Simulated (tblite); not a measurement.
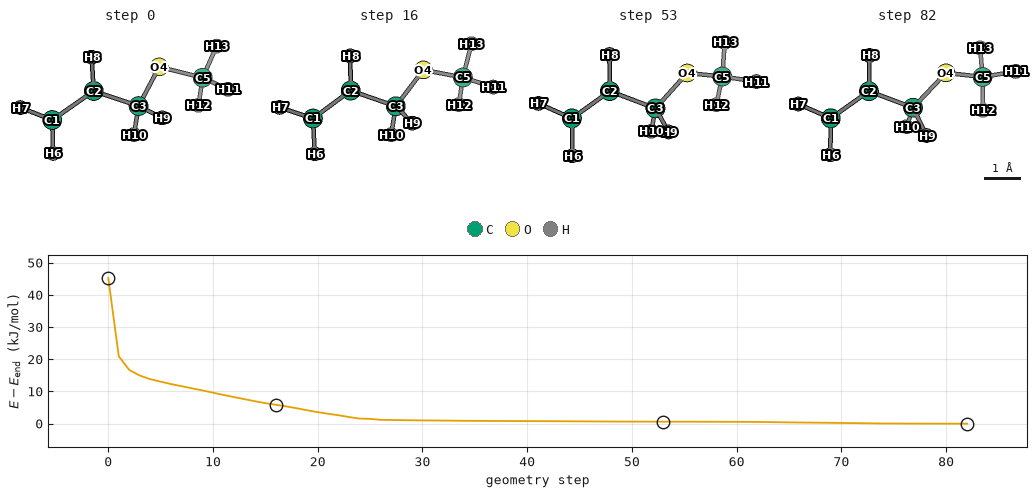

Frames of a relaxation of C$_{4}$H$_{8}$O (charge +1, multiplicity 2), marked on the history of the run. The picture is a ball-and-stick view, seen at a tilt.

Level of theory: tblite, GFN2-xTB geometry optimisation, gas phase. 

### Describe the path.

After 82 geometry steps the energy has fallen by 45.3 kJ/mol. H9 moves most after the best rigid fit: 0.66 Å. By element the largest moves are H 0.66 Å, O 0.52 Å, C 0.15 Å. Some distances before and after: C1–C2 1.445 → 1.339 Å, C3–O4 1.423 → 1.371 Å, O4–C5 1.413 → 1.390 Å, C3–H9 1.097 → 1.117 Å. Bond angles that change, for instance: C3–O4–C5 112.9° → 120.7°, H9–C3–H10 109.1° → 103.7°, C2–C3–H9 109.4° → 104.7°. Groups turn about O4–C5 by about 65°, C2–C3 by about 35°, C3–O4 by about 25°. Cost: 0.25 s on 1 thread of Arm Neoverse V2 (shared host). From step 0 to 16: H9 moves most (0.30 Å), energy −39.4 kJ/mol. From step 16 to 53: O and H atoms move most (0.28 Å), energy −5.25 kJ/mol. From step 53 to 82: H12 moves most (0.37 Å), energy −0.62 kJ/mol.
